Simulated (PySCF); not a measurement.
**GeH2Cl (SMILES [Cl][GeH2]), step by step**

Wanted: a series of 20 runs (UPBE0-D4/def2-TZVP, UMP2/def2-TZVPP, URI-MP2/def2-QZVPP, UPBE-D4/def2-TZVPP, U-r2SCAN-D4/def2-TZVPP, UB3LYP-D4/def2-TZVPP, UPBE0-D4/def2-TZVPP, U-wB97M-V/def2-TZVPP, and more) of ClGeH2. 

The calculation is run with PySCF 2.14.0.

1 further run of the same task is left out (for a faulty analytic Hessian).

## Step 1: The structure to begin with

GeH2Cl has 4 atoms, charge 0, and is taken as a doublet. As SMILES, `[Cl][GeH2]`. All atoms were displaced at random from a relaxed shape. The run starts from this shape.

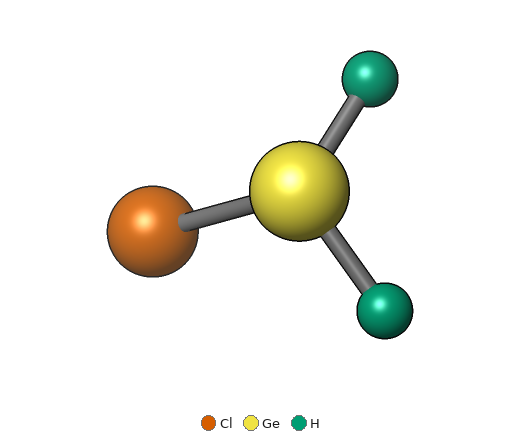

Viewed from a chosen angle; chlorine orange, germanium yellow, hydrogen teal.

## Step 2: A structure relaxation at UPBE0-D4/def2-TZVP (density fitting with def2-universal-jkfit) (run 1)

The input, mol.xyz:

```xyz
4

Cl    -1.554633     0.323533     0.996347
Ge     0.136256    -0.473188    -0.136748
H      0.129491     0.273140    -1.492795
H      1.342345    -0.108831     0.682546
```

The input, run.py:

```python
from pyscf import gto, dft
from pyscf.geomopt.geometric_solver import kernel as optimise

mol = gto.M(
    atom='mol.xyz',
    charge=0,
    verbose=3,
    spin=1,
    basis='def2-tzvp',
    max_memory=1860,
)

mf = dft.UKS(mol, xc='pbe0')
mf = mf.density_fit(auxbasis='def2-universal-jkfit')
mf.conv_tol = 1e-09
mf.disp = 'd4'
mf.grids.level = 4
mf.max_cycle = 100
converged, mol_eq = optimise(mf, maxsteps=100)
print('converged:', converged)
print(mol_eq.tostring())

mf.reset(mol_eq)
mol = mol_eq
mf.kernel()
e_final = mf.e_tot
print(f'total energy: {e_final:.8f} hartree')
```

Launch:

```console
OMP_NUM_THREADS=1 python run.py
```

Output:

```text
maxiter                   100
[... 21 lines left out ...]
> Convergence Criteria:
[... 16 lines left out ...]
WARN: Mole.unit (angstrom) is changed to Bohr
[... 3 lines left out ...]
converged SCF energy = -2537.99842119398  <S^2> = 0.75208797  2S+1 = 2.0020869
[... 18 lines left out ...]
converged SCF energy = -2537.99939404925  <S^2> = 0.75204301  2S+1 = 2.002042
[... 37 lines left out ...]
converged SCF energy = -2537.99943941384  <S^2> = 0.75204261  2S+1 = 2.0020416
[... 29 lines left out ...]
Converged! =D
[... 1 line left out ...]
converged: True
Cl         -1.56406403        0.31569919        0.98001009
Ge          0.11913984       -0.44764047       -0.12903666
H           0.11354660        0.26789206       -1.49947501
H           1.38433266       -0.12241147        0.69763727

WARN: HOMO -0.173898517578053 >= LUMO -0.173898517578049

converged SCF energy = -2537.99943958738  <S^2> = 0.75204259  2S+1 = 2.0020415
total energy: -2537.99943959 hartree
```

Run time: 81 s. Hardware: 1 thread of Arm Neoverse V2, shared host; peak memory 0.94 GiB.

Steps, from the record of the run:

| step | energy from the first frame kept (eV) | largest force (eV/Å) |
| --- | --- | --- |
| 0 | 0.0000 | 0.9483 |
| 1 | -0.0265 | 0.1466 |
| 2 | -0.0276 | 0.0439 |
| 3 | -0.0277 | 0.0049 |
| 4 | -0.0277 | 0.0024 |

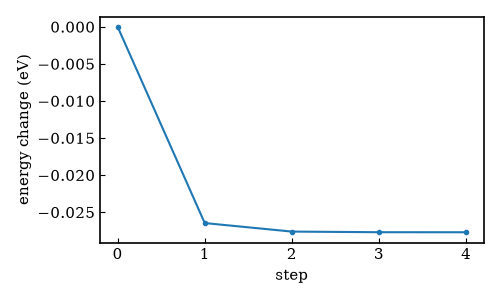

Energy along the run.

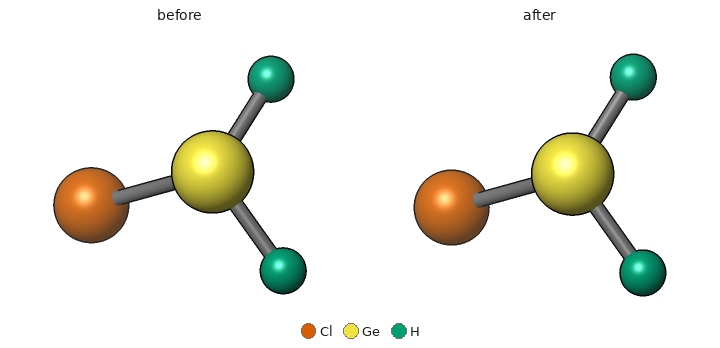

Before and after, at one scale.

After the run. Bond lengths: Cl1–Ge2 2.155 Å, Ge2–H3 1.546 Å, Ge2–H4 1.546 Å. Angles: Cl1–Ge2–H3 106.8°, Cl1–Ge2–H4 106.8°, H3–Ge2–H4 112.3°.

## Step 3: The energy at UMP2/def2-TZVPP (run 3)

The input, job.py:

```python
from pyscf import gto, scf, mp

mol = gto.M(
    atom='Cl -1.564064 0.315699 0.980010; Ge 0.119140 -0.447640 -0.129037; H 0.113547 0.267892 -1.499475; H 1.384333 -0.122411 0.697637',
    max_memory=1860,
    spin=1,
    basis='def2-tzvpp',
    charge=0,
    verbose=3,
)

hf = scf.UHF(mol)
hf.conv_tol = 1e-10
hf.kernel()
if not hf.converged:
    hf = hf.newton().run(hf.mo_coeff, hf.mo_occ)

pt = mp.MP2(hf, frozen=14).run()
energy = pt.e_tot
print('E = %.10f Eh' % energy)
```

Launch:

```console
OMP_NUM_THREADS=1 python job.py
```

Output:

```text
converged SCF energy = -2536.05288768259  <S^2> = 0.75496294  2S+1 = 2.0049568
E(UMP2) = -2536.47850467159  E_corr = -0.425616989005016
E(SCS-UMP2) = -2536.46377507229  E_corr = -0.410887389699646
E = -2536.4785046716 Eh
```

Run time: 6.9 s. Hardware: 1 thread of Arm Neoverse V2, shared host; peak memory 0.38 GiB.

Runs 4 to 8 aren't shown in full; the table further down has their settings and results.

## Step 4: The energy at U-wB97M-V/def2-TZVPP (run 9)

The input, input.xyz:

```xyz
4
ClGeH2
Cl    -1.564064     0.315699     0.980010
Ge     0.119140    -0.447640    -0.129037
H      0.113547     0.267892    -1.499475
H      1.384333    -0.122411     0.697637
```

The input, job.py:

```python
from pyscf import gto, dft

system = gto.M(
    atom='input.xyz',
    verbose=3,
    spin=1,
    basis='def2-tzvpp',
    max_memory=1860,
)

myscf = dft.UKS(system)
myscf.xc = 'wb97m-v'
myscf.grids.level = 5
myscf.conv_tol = 1e-10
myscf.nlcgrids.level = 1
myscf.kernel()
if not myscf.converged:
    myscf = myscf.newton().run(myscf.mo_coeff, myscf.mo_occ)

etot = myscf.e_tot
print(f'total energy: {etot:.8f} hartree')
```

Launch:

```console
OMP_NUM_THREADS=1 python job.py
```

Output:

```text
converged SCF energy = -2538.26570414223  <S^2> = 0.75168257  2S+1 = 2.0016819
total energy: -2538.26570414 hartree
```

It took 92 s on 1 thread of Arm Neoverse V2, shared host; peak memory 0.7 GiB.

Runs 10 to 20 aren't shown in full; the table further down has their settings and results.

## Step 5: The singlet cation: the energy at B3LYP/6-31G(d) (spherical functions) (run 21)

The input, input.py:

```python
from pyscf import gto, dft

molecule = gto.M(
    atom=[
    ('Cl', (-1.564064, 0.315699, 0.980010)),
    ('Ge', (0.119140, -0.447640, -0.129037)),
    ('H', (0.113547, 0.267892, -1.499475)),
    ('H', (1.384333, -0.122411, 0.697637)),
],
    verbose=3,
    max_memory=1860,
    basis='6-31g*',
    charge=1,
)

ks = dft.RKS(molecule)
ks.xc = 'b3lyp'
ks.conv_tol = 1e-10
ks.grids.level = 5
ks.kernel()
if not ks.converged:
    ks = ks.newton().run(ks.mo_coeff, ks.mo_occ)

e_final = ks.e_tot
print('Final energy', e_final)
```

Launch:

```console
OMP_NUM_THREADS=1 python input.py
```

Output:

```text
converged SCF energy = -2537.82174197078
Final energy -2537.8217419707817
```

Wall time 6.3 s (1 thread of Arm Neoverse V2, shared host); peak memory 0.3 GiB.

## Step 6: Overview of the runs

| run | level | task | integral approximation | partner | energy (Eh) | dipole moment (D) of the reference | HOMO energy (eV) | LUMO energy (eV) | wall time |
| --- | --- | --- | --- | --- | --- | --- | --- | --- | --- |
| 1 | UPBE0-D4/def2-TZVP (density fitting with def2-universal-jkfit) | optimise | def2-universal-jkfit | base | -2537.999440 | 1.77 | -6.66 | -3.28 | 81 s |
| 3 | UMP2/def2-TZVPP | energy | none | base | -2536.478505 | 2.06 | -9.52 | 0.55 | 6.9 s |
| 4 | URI-MP2/def2-QZVPP (density fitting with def2-universal-jkfit) | energy | def2-universal-jkfit | base | -2536.815983 | 2.06 | -9.54 | 0.39 | 13 s |
| 5 | UPBE-D4/def2-TZVPP | energy | none | base | -2537.907605 | 1.58 | -5.50 | -4.20 | 25 s |
| 6 | U-r2SCAN-D4/def2-TZVPP | energy | none | base | -2538.373952 | 1.71 | -5.90 | -3.83 | 57 s |
| 7 | UB3LYP-D4/def2-TZVPP | energy | none | base | -2538.480848 | 1.72 | -6.38 | -3.70 | 29 s |
| 8 | UPBE0-D4/def2-TZVPP | energy | none | base | -2537.999974 | 1.77 | -6.66 | -3.28 | 27 s |
| 9 | U-wB97M-V/def2-TZVPP | energy | none | base | -2538.265704 | 1.82 | -8.63 | -1.46 | 92 s |
| 10 | UB2PLYP/def2-TZVPP | energy | none | base | -2537.910724 | 1.90 | -7.63 | -2.04 | 31 s |
| 11 | USVWN5/def2-TZVPP | energy | none | base | -2533.761196 | 1.61 | -5.51 | -4.56 | 16 s |
| 12 | UM06-2X/def2-TZVPP | energy | none | base | -2538.399913 | 1.91 | -7.66 | -2.84 | 59 s |
| 13 | UB3LYP/6-31G* (spherical functions) | energy | none | base | -2538.150869 | 1.94 | -6.33 | -3.66 | 11 s |
| 14 | UHF/STO-3G | energy | none | base | -2507.506344 | 3.21 | -7.45 | 3.96 | 0.58 s |
| 15 | CCSD(T)/def2-TZVPP | energy | none | cation | -2536.195339 | – | -18.30 | -7.93 | 79 s |
| 16 | MP2/def2-TZVPP | energy | none | cation | -2536.151288 | – | -18.30 | -7.93 | 3.9 s |
| 17 | PBE-D4/def2-TZVPP | energy | none | cation | -2537.584988 | – | -13.91 | -11.96 | 14 s |
| 18 | B3LYP-D4/def2-TZVPP | energy | none | cation | -2538.151153 | – | -14.99 | -11.46 | 16 s |
| 19 | PBE0-D4/def2-TZVPP | energy | none | cation | -2537.669862 | – | -15.22 | -11.18 | 15 s |
| 20 | wB97M-V/def2-TZVPP | energy | none | cation | -2537.937924 | – | -17.41 | -9.12 | 60 s |
| 21 | B3LYP/6-31G* (spherical functions) | energy | none | cation | -2537.821742 | – | -14.97 | -11.52 | 6.3 s |

## Step 7: Results

| quantity | value |
| --- | --- |
| singlet cation, run 21: total energy | -2537.82174 Eh |
| singlet cation, run 21: HOMO energy | -14.97 eV |
| singlet cation, run 21: LUMO energy | -11.52 eV |
| singlet cation, run 21: HOMO–LUMO gap | 3.45 eV |
| vertical ionisation energy (to the singlet cation), UMP2/def2-TZVPP | 8.904 eV |
| vertical ionisation energy (to the singlet cation), UPBE-D4/def2-TZVPP | 8.779 eV |
| vertical ionisation energy (to the singlet cation), UB3LYP-D4/def2-TZVPP | 8.971 eV |
| vertical ionisation energy (to the singlet cation), UPBE0-D4/def2-TZVPP | 8.983 eV |
| vertical ionisation energy (to the singlet cation), U-wB97M-V/def2-TZVPP | 8.919 eV |
| vertical ionisation energy (to the singlet cation), UB3LYP/6-31G* | 8.956 eV |

What this shows: At UMP2/def2-TZVPP: the vertical ionisation energy comes to 8.90 eV (205 kcal/mol). Only the singlet of the ionised species was computed; a triplet could lie lower. At UPBE-D4/def2-TZVPP: the vertical ionisation energy comes to 8.78 eV (202 kcal/mol). At UB3LYP-D4/def2-TZVPP: removing an electron at fixed nuclei costs 8.97 eV (866 kJ/mol). At UPBE0-D4/def2-TZVPP: removing an electron at fixed nuclei costs 8.98 eV (867 kJ/mol). At U-wB97M-V/def2-TZVPP: removing an electron at fixed nuclei costs 8.92 eV (206 kcal/mol). Over runs 17, 18, 19, 20, 21 the HOMO–LUMO gap runs from 1.94 eV (PBE-D4/def2-TZVPP) to 8.29 eV (wB97M-V/def2-TZVPP). Totals of different functionals can't be ranked against each other. In run 14 the basis is minimal, so the values are rough. All runs together took 11 min, the longest 92 s.
